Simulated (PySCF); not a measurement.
**C₆H₁₁ClOSi (SMILES C=C(C)CC(=O)[SiH2]CCl): density, localisation and related maps**

Input

```
{"job": {"kind": "nmr", "xc": "PBE0", "basis": "pcSseg-1"}, "charge": 0, "multiplicity": 1}
C     -1.996113     0.898845     0.884853
C     -1.740122    -0.006716    -0.046744
C     -2.222584    -1.420049     0.020665
C     -0.882579     0.310180    -1.247141
C      0.491532    -0.220442    -0.897743
O      0.789232    -1.378982    -1.083324
Si     1.742607     0.994138    -0.076632
C      3.099558    -0.100163     0.691861
Cl     4.380943     0.940614     1.375759
H     -1.639818     1.912119     0.810319
H     -2.595965     0.664795     1.747708
H     -2.977890    -1.594133    -0.745811
H     -1.395497    -2.103260    -0.169902
H     -2.654768    -1.643350     0.992121
H     -0.836797     1.382820    -1.424894
H     -1.269691    -0.208994    -2.125149
H      2.303032     1.841146    -1.131488
H      1.088029     1.800477     0.950790
H      2.732815    -0.718617     1.509080
H      3.578929    -0.750047    -0.037363
```

Run with:

```sh
OMP_NUM_THREADS=1 python probes_run.py task.json out
```

Geometry: GFN2-xTB.

Level of theory: PBE0/pcSseg-1, SCF density, gas phase, non-relativistic in PySCF 2.14.0.

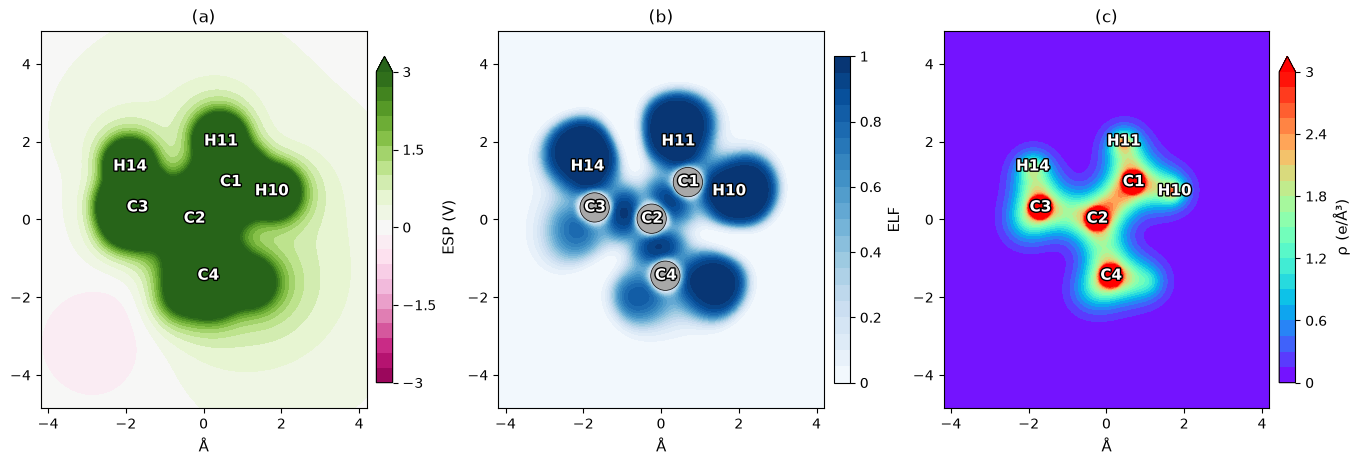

Figure 1. (a) electrostatic potential; (b) electron localisation function; (c) electron density on the plane of atoms H10, C1 and H11. Grey discs cover the atomic cores in the ELF map.

> What does the map show?

The plane passes through C and H nuclei.
C–C (1.32 Å): ρ at the midpoint is about 2.3 e/Å³; the ELF peaks at about 0.90 between the atoms; a multiple bond.
C–H (1.08 Å): ρ is about 2 e/Å³ halfway; the ELF climbs to about 1 towards the hydrogen, as it does in any bond to H (a covalent bond by its length).
C–C (1.49 Å): ρ is about 1.7 e/Å³ halfway; the ELF peaks at about 0.95 between the atoms, as expected for localised, covalent bonding.
The potential has no marked negative region in this plane.

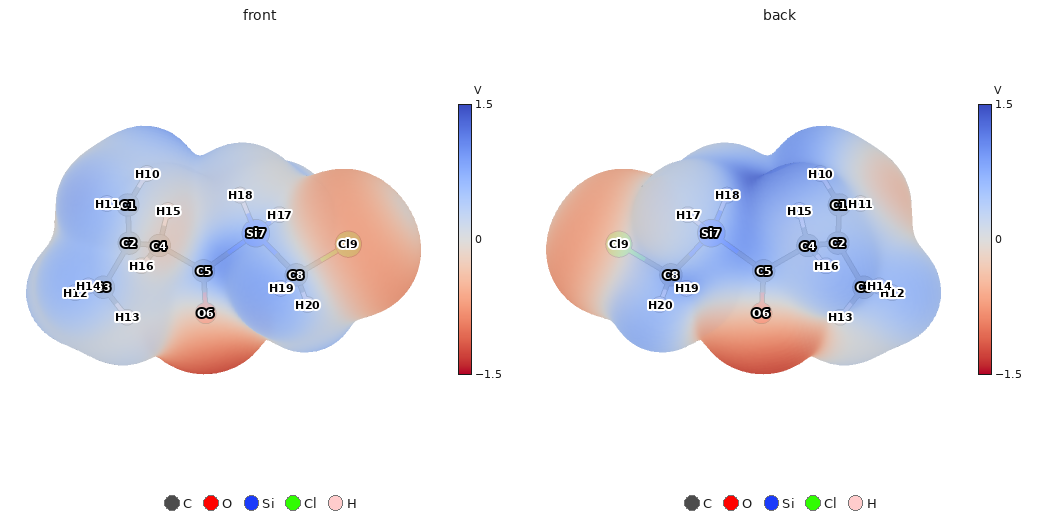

Figure 2. The electrostatic potential painted on the density surface at 0.001 e/bohr³, seen from the front and from behind; the colour scale runs from red (negative) to blue (positive).

> Which sites attract a positive test charge, and which a negative one?

A positive charge is drawn to the negative regions and a negative charge to the positive ones. The most negative region (about −1.2 V) lies over O6, the most positive (about +1.1 V) over Si7 and H15. O6 is the likeliest acceptor of a hydrogen bond.
